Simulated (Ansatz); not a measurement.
Consider Na2S in the anti-fluorite structure (space group Fm-3m, No. 225; a = 6.501 Å). Axes: x, y, z lie along the cube axes.

The change: biaxial strain −2.00 %, plane normal [001], relaxed out of plane (Cartesian); in-plane vectors clamped, the third vector and the atoms free.

The values are results of Ansatz (an electronic-structure program) PBEsol, no spin-orbit coupling, not measurements.

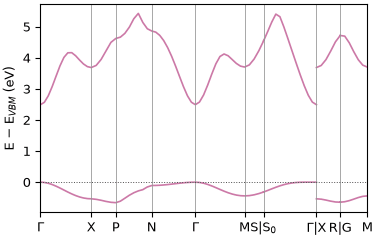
Highest valence and lowest conduction band along the path of the changed cell's own zone

Q: Read the changed gap and its character from the plot.

A: About 2.5 eV, direct at Γ.

No phonon test of stability was made. Labels are those of the standard path for the cell's own space group.
